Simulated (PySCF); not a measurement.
# CO: excited-state relaxation, vibronic structure

Aim: compute the excited-state relaxation, vibronic structure of CO (`[C-]#[O+]`).

Computed with PySCF 2.14.0 and routines of our own; the level stands in each step. Atoms count from 0.

## 1. The starting structure

2 atoms, charge 0, multiplicity 1; geometry from: GFN2-xTB.

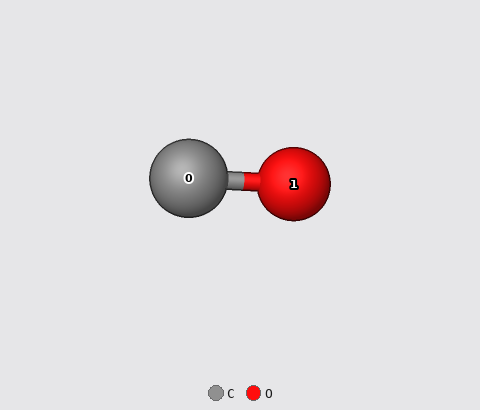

The starting geometry (carbon grey, oxygen red).

## 2. Geometry optimisation at BHandHLYP/def2-TZVP

What the job is given:

```
{"job": {"xc": "BHandHLYP", "basis": "def2-TZVP", "grid": 1, "kind": "geom"}, "charge": 0, "multiplicity": 1}
C      0.565010    -0.003012    -0.002697
O     -0.562253     0.004281    -0.011452
```

Command:

```bash
> OMP_NUM_THREADS=1 python excited_run.py task.json out
```

The driver reads the jobs from task.json and runs them one after another.

The program printed:

```text
step   0  E = -113.30437839  max force = 0.038194
step   1  E = -113.30493317  max force = 0.000819
step   2  E = -113.30493340  max force = 0.000065
optimisation converged
```

Run time: 1.8 s. Hardware: 1 thread of Intel Xeon Platinum 8259CL at 2.50GHz, shared host; peak memory 0.26 GiB.

Relaxation path:

| step | energy from step 0 (eV) | largest force component (eV/Å) |
| --- | --- | --- |
| 0 | 0.0000 | 1.9640 |
| 1 | -0.0151 | 0.0421 |
| 2 | -0.0151 | 0.0033 |

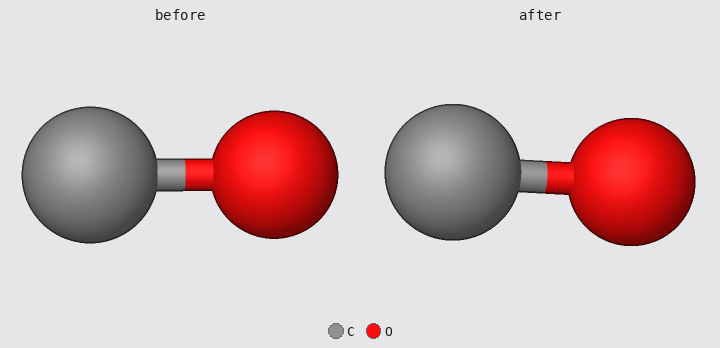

The geometry before (left) and after (right).

The bond:

| bond | before (Å) | after (Å) | change (Å) |
| --- | --- | --- | --- |
| C0–O1 | 1.127 | 1.112 | -0.015 |

The final coordinates are the input of the step that follows.

| at the end point | value |
| --- | --- |
| point group (found at 0.08 Å tolerance) | C∞v |
| rotational constants (GHz, main isotopes) | 59.591, 59.591 |
| dipole moment (D) | 0.01 |

## 3. Excited-state relaxation: TDDFT BHandHLYP/def2-TZVP

What the job is given:

```
{"job": {"kind": "xopt", "state": "S1", "method": "TDDFT", "freq": true, "xc": "BHandHLYP", "basis": "def2-TZVP", "grid": 1}, "charge": 0, "multiplicity": 1}
C      0.552528    -0.072085     0.006548
O     -0.549770     0.073354    -0.020693
```

Method: TDDFT BHandHLYP/def2-TZVP excited-state geometry optimisation, gas phase.

The program printed:

```text
final grid: 10360 points
cycle   1  E = -113.2504955624  dE =  2.102e-01  |g| = 5.412e-01  |ddm| = 1.290e+00
cycle   2  E = -113.1597302340  dE =  9.077e-02  |g| = 9.109e-01  |ddm| = 5.909e-01
cycle   3  E = -113.3048729615  dE = -1.451e-01  |g| = 1.572e-02  |ddm| = 3.462e-01
cycle   4  E = -113.3049297761  dE = -5.681e-05  |g| = 4.639e-03  |ddm| = 1.841e-02
cycle   5  E = -113.3049332647  dE = -3.489e-06  |g| = 7.152e-04  |ddm| = 3.544e-03
cycle   6  E = -113.3049333901  dE = -1.254e-07  |g| = 1.561e-04  |ddm| = 8.520e-04
cycle   7  E = -113.3049333960  dE = -5.842e-09  |g| = 8.740e-06  |ddm| = 1.460e-04
cycle   8  E = -113.3049333960  dE = -2.589e-11  |g| = 4.422e-06  |ddm| = 1.267e-05
converged SCF energy = -113.3049333960

vertical S1 at the ground-state geometry: 8.7817 eV
step    E(state)/Eh    max force   excitation/eV  root
  0    -112.97865328   0.226550     8.8733      1
  1    -112.99938598   0.040622     7.9625      1
  2    -113.00014012   0.022015     7.8326      1
  3    -113.00047982   0.002137     7.6797      1
  4    -113.00048316   0.000130     7.6633      1
optimisation converged
vertical emission 7.6633 eV, adiabatic 8.2845 eV, Stokes shift 1.1183 eV, reorganisation 0.4971 (excited) and 0.6212 eV (ground)
```

It took 23 s on 1 thread of Intel Xeon Platinum 8259CL at 2.50GHz, shared host; peak memory 0.28 GiB.

In short:

| quantity | value |
| --- | --- |
| vertical absorption, S1 | 8.78 eV |
| adiabatic energy, S1 | 8.28 eV |
| vertical emission, S1 | 7.66 eV |
| Stokes shift, S1 | 1.12 eV |
| geometry moved (RMSD), S1 | 0.054 Å |

Bonds of the start that changed most:

| bond | start (Å) | end (Å) |
| --- | --- | --- |
| C0–O1 | 1.112 | 1.220 |

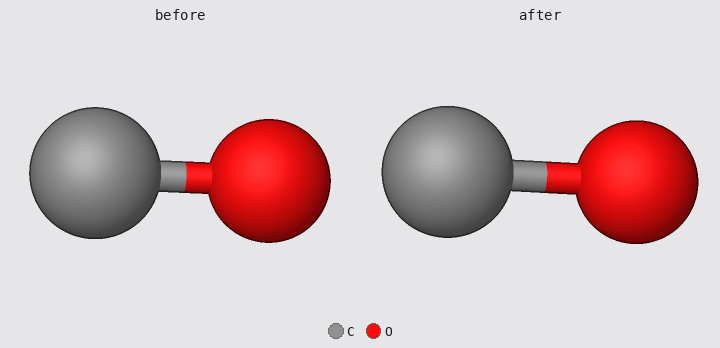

Before and after.

## 4. Excited-state relaxation: UKS BHandHLYP/def2-TZVP

What the job is given:

```
{"job": {"kind": "xopt", "state": "T1", "method": "UKS", "freq": true, "xc": "BHandHLYP", "basis": "def2-TZVP", "grid": 1}, "charge": 0, "multiplicity": 1}
C      0.552528    -0.072085     0.006548
O     -0.549770     0.073354    -0.020693
```

With the program's defaults for keys left out, this is: UKS BHandHLYP/def2-TZVP excited-state geometry optimisation, gas phase.

The program printed:

```text
final grid: 10360 points
cycle   1  E = -113.2504955624  dE =  2.102e-01  |g| = 5.412e-01  |ddm| = 1.290e+00
cycle   2  E = -113.1597302340  dE =  9.077e-02  |g| = 9.109e-01  |ddm| = 5.909e-01
cycle   3  E = -113.3048729615  dE = -1.451e-01  |g| = 1.572e-02  |ddm| = 3.462e-01
cycle   4  E = -113.3049297761  dE = -5.681e-05  |g| = 4.639e-03  |ddm| = 1.841e-02
cycle   5  E = -113.3049332647  dE = -3.489e-06  |g| = 7.152e-04  |ddm| = 3.544e-03
cycle   6  E = -113.3049333901  dE = -1.254e-07  |g| = 1.561e-04  |ddm| = 8.520e-04
cycle   7  E = -113.3049333960  dE = -5.842e-09  |g| = 8.740e-06  |ddm| = 1.460e-04
cycle   8  E = -113.3049333960  dE = -2.589e-11  |g| = 4.422e-06  |ddm| = 1.267e-05
converged SCF energy = -113.3049333960

vertical T1 at the ground-state geometry: 6.2348 eV
step    E(state)/Eh    max force   <S^2>
  0    -113.07287171   0.189857    2.0112
  1    -113.08618012   0.014880    2.0149
  2    -113.08627454   0.006544    2.0152
  3    -113.08629759   0.000194    2.0154
  4    -113.08629759   0.000005    2.0154
optimisation converged
vertical emission 5.6426 eV, adiabatic 5.9494 eV, Stokes shift 0.5922 eV, reorganisation 0.2854 (excited) and 0.3068 eV (ground)
zero-point change -0.0270 eV, 0-0 energy 5.9224 eV
frequencies of the excited state (cm-1): 1892
```

It took 14 s on 1 thread of Intel Xeon Platinum 8259CL at 2.50GHz, shared host; peak memory 0.28 GiB.

From this job:

| quantity | value |
| --- | --- |
| vertical gap at the ground-state geometry, T1 | 6.23 eV |
| adiabatic energy, T1 | 5.95 eV |
| vertical gap at the relaxed geometry, T1 | 5.64 eV |
| difference of the two gaps, T1 | 0.59 eV |
| geometry moved (RMSD), T1 | 0.037 Å |

Bonds of the start that changed most:

| bond | start (Å) | end (Å) |
| --- | --- | --- |
| C0–O1 | 1.112 | 1.185 |

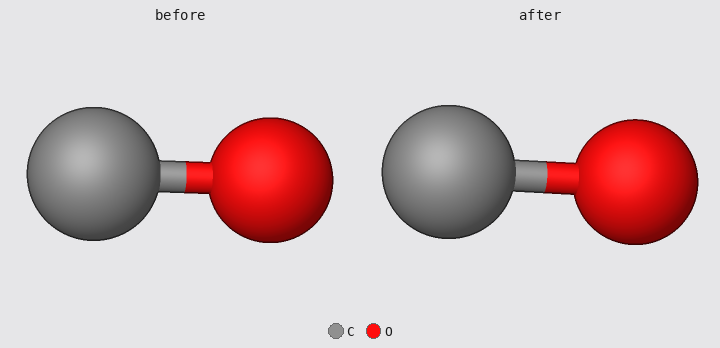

Before and after.

## 5. Excited-state relaxation: TDA BHandHLYP/def2-TZVP

What the job is given:

```
{"job": {"kind": "xopt", "state": "T1", "method": "TDA", "xc": "BHandHLYP", "basis": "def2-TZVP", "grid": 1}, "charge": 0, "multiplicity": 1}
C      0.552528    -0.072085     0.006548
O     -0.549770     0.073354    -0.020693
```

With the program's defaults for keys left out, this is: TDA BHandHLYP/def2-TZVP excited-state geometry optimisation, gas phase.

The program printed:

```text
final grid: 10360 points
cycle   1  E = -113.2504955624  dE =  2.102e-01  |g| = 5.412e-01  |ddm| = 1.290e+00
cycle   2  E = -113.1597302340  dE =  9.077e-02  |g| = 9.109e-01  |ddm| = 5.909e-01
cycle   3  E = -113.3048729615  dE = -1.451e-01  |g| = 1.572e-02  |ddm| = 3.462e-01
cycle   4  E = -113.3049297761  dE = -5.681e-05  |g| = 4.639e-03  |ddm| = 1.841e-02
cycle   5  E = -113.3049332647  dE = -3.489e-06  |g| = 7.152e-04  |ddm| = 3.544e-03
cycle   6  E = -113.3049333901  dE = -1.254e-07  |g| = 1.561e-04  |ddm| = 8.520e-04
cycle   7  E = -113.3049333960  dE = -5.842e-09  |g| = 8.740e-06  |ddm| = 1.460e-04
cycle   8  E = -113.3049333960  dE = -2.589e-11  |g| = 4.422e-06  |ddm| = 1.267e-05
converged SCF energy = -113.3049333960

vertical T1 at the ground-state geometry: 6.2235 eV
step    E(state)/Eh    max force   excitation/eV  root
  0    -113.07325137   0.192043     6.2992      1
  1    -113.08701868   0.002927     5.6271      1
  2    -113.08702251   0.001348     5.6200      1
  3    -113.08702357   0.000011     5.6138      1
optimisation converged
vertical emission 5.6138 eV, adiabatic 5.9296 eV, Stokes shift 0.6096 eV, reorganisation 0.2938 (excited) and 0.3158 eV (ground)
```

Wall time 8.6 s (1 thread of Intel Xeon Platinum 8259CL at 2.50GHz, shared host); peak memory 0.29 GiB.

Key values:

| quantity | value |
| --- | --- |
| vertical gap at the ground-state geometry, T1 | 6.22 eV |
| adiabatic energy, T1 | 5.93 eV |
| vertical gap at the relaxed geometry, T1 | 5.61 eV |
| difference of the two gaps, T1 | 0.61 eV |
| geometry moved (RMSD), T1 | 0.037 Å |

Bonds of the start that changed most:

| bond | start (Å) | end (Å) |
| --- | --- | --- |
| C0–O1 | 1.112 | 1.186 |

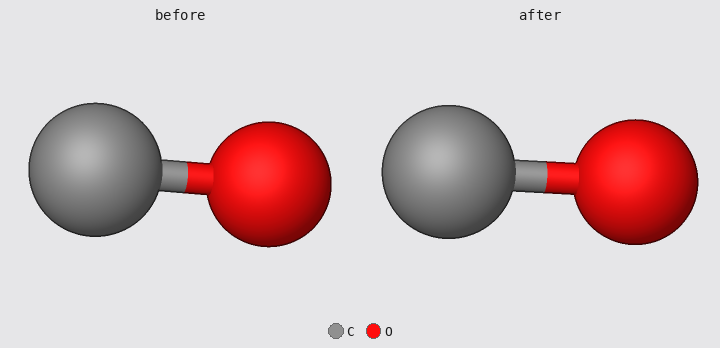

Before and after.

## 6. Vibronic structure: TDDFT BHandHLYP/def2-TZVP

What the job is given:

```
{"job": {"kind": "vib", "tda": false, "freq": true, "xc": "BHandHLYP", "basis": "def2-TZVP", "grid": 1}, "charge": 0, "multiplicity": 1}
C      0.552528    -0.072085     0.006548
O     -0.549770     0.073354    -0.020693
```

Level: TDDFT BHandHLYP/def2-TZVP vertical-gradient vibronic structure (displaced harmonic oscillators, Condon), gas phase.

The program printed:

```text
final grid: 10360 points
cycle   1  E = -113.2504955624  dE =  2.102e-01  |g| = 5.412e-01  |ddm| = 1.290e+00
cycle   2  E = -113.1597302340  dE =  9.077e-02  |g| = 9.109e-01  |ddm| = 5.909e-01
cycle   3  E = -113.3048729615  dE = -1.451e-01  |g| = 1.572e-02  |ddm| = 3.462e-01
cycle   4  E = -113.3049297761  dE = -5.681e-05  |g| = 4.639e-03  |ddm| = 1.841e-02
cycle   5  E = -113.3049332647  dE = -3.489e-06  |g| = 7.152e-04  |ddm| = 3.544e-03
cycle   6  E = -113.3049333901  dE = -1.254e-07  |g| = 1.561e-04  |ddm| = 8.520e-04
cycle   7  E = -113.3049333960  dE = -5.842e-09  |g| = 8.740e-06  |ddm| = 1.460e-04
cycle   8  E = -113.3049333960  dE = -2.589e-11  |g| = 4.422e-06  |ddm| = 1.267e-05
converged SCF energy = -113.3049333960

Singlet excitations (eV, f): 8.782 (0.0901)  8.782 (0.0901)  9.938 (0.0000)  10.347 (0.0000)  10.347 (0.0000)  13.124 (0.0049)

State S1  8.7817 eV  f = 0.09013  H->L 0.96
  relaxed dipole 0.689 D, largest gradient of the excitation energy 0.2035 Eh/bohr
  mode    cm-1        S   lambda/meV  Raman
    1   2326.8    1.4155     408.4   1.000
  reorganisation energy 0.4084 eV, total S 1.415, 0-0 8.3733 eV
  absorption maximum 8.661 eV, width 0.602 eV

State S2  8.7817 eV  f = 0.09013  H->L+1 0.96
  relaxed dipole 0.689 D, largest gradient of the excitation energy 0.2035 Eh/bohr
  mode    cm-1        S   lambda/meV  Raman
    1   2326.8    1.4155     408.4   1.000
  reorganisation energy 0.4084 eV, total S 1.416, 0-0 8.3733 eV
  absorption maximum 8.661 eV, width 0.602 eV

State T1  6.2235 eV  f = 0.00000  H->L 0.95
  relaxed dipole 1.558 D, largest gradient of the excitation energy 0.1672 Eh/bohr
  mode    cm-1        S   lambda/meV  Raman
    1   2326.8    0.9555     275.6   1.000
  reorganisation energy 0.2756 eV, total S 0.955, 0-0 5.9478 eV
  absorption maximum 6.236 eV, width 0.326 eV
```

It took 3.1 s on 1 thread of Intel Xeon Platinum 8259CL at 2.50GHz, shared host; peak memory 0.29 GiB.

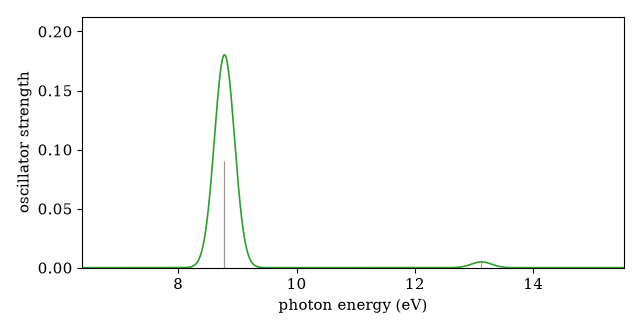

Absorption lines of the singlets. Lines are broadened to a width of 0.40 eV (Gaussian).

## 7. Summary of results

| quantity | value |
| --- | --- |
| point group | C∞v |
| rotational constants (main isotopes) | 59.59, 59.59 GHz |
| vertical absorption, S1 (step 3, TDDFT BHandHLYP/def2-TZVP) | 8.78 eV |
| adiabatic energy, S1 (step 3, TDDFT BHandHLYP/def2-TZVP) | 8.28 eV |
| vertical emission, S1 (step 3, TDDFT BHandHLYP/def2-TZVP) | 7.66 eV |
| Stokes shift, S1 (step 3, TDDFT BHandHLYP/def2-TZVP) | 1.12 eV |
| vertical gap at the ground-state geometry, T1 (step 4, UKS BHandHLYP/def2-TZVP) | 6.23 eV |
| adiabatic energy, T1 (step 4, UKS BHandHLYP/def2-TZVP) | 5.95 eV |
| vertical gap at the relaxed geometry, T1 (step 4, UKS BHandHLYP/def2-TZVP) | 5.64 eV |
| difference of the two gaps, T1 (step 4, UKS BHandHLYP/def2-TZVP) | 0.59 eV |
| vertical gap at the ground-state geometry, T1 (step 5, TDA BHandHLYP/def2-TZVP) | 6.22 eV |
| adiabatic energy, T1 (step 5, TDA BHandHLYP/def2-TZVP) | 5.93 eV |
| vertical gap at the relaxed geometry, T1 (step 5, TDA BHandHLYP/def2-TZVP) | 5.61 eV |
| difference of the two gaps, T1 (step 5, TDA BHandHLYP/def2-TZVP) | 0.61 eV |
| S1: vertical, reorganisation, 0-0, total S (step 6, TDDFT BHandHLYP/def2-TZVP, modes from BHandHLYP/def2-TZVP) | 8.78, 0.41, 8.37 eV; 1.4 |
| S2: vertical, reorganisation, 0-0, total S (step 6, TDDFT BHandHLYP/def2-TZVP, modes from BHandHLYP/def2-TZVP) | 8.78, 0.41, 8.37 eV; 1.4 |
| T1: vertical, reorganisation, 0-0, total S (step 6, TDA BHandHLYP/def2-TZVP, modes from BHandHLYP/def2-TZVP) | 6.22, 0.28, 5.95 eV; 1.0 |

The optimisation took 2 steps and gained 0.015 eV; among the close pairs (by a distance rule), C0–O1 changed most, from 1.127 to 1.112 Å. In step 3 (excited-state relaxation), among the bonds C0–O1 changes most, from 1.112 to 1.220 Å. In step 4 (excited-state relaxation), among the bonds C0–O1 changes most, from 1.112 to 1.185 Å. In step 5 (excited-state relaxation), among the bonds C0–O1 changes most, from 1.112 to 1.186 Å. Some states lie very close; unless symmetry makes them partners, their order is unsure. The vibronic model keeps the ground-state modes and shifts them along the gradient alone, so it can miss much of the relaxation that a full optimisation finds. ΔSCF (UKS) and response values aren't on one footing and may follow different states, so their differences aren't method errors alone, and singlets and triplets from the two don't rank.
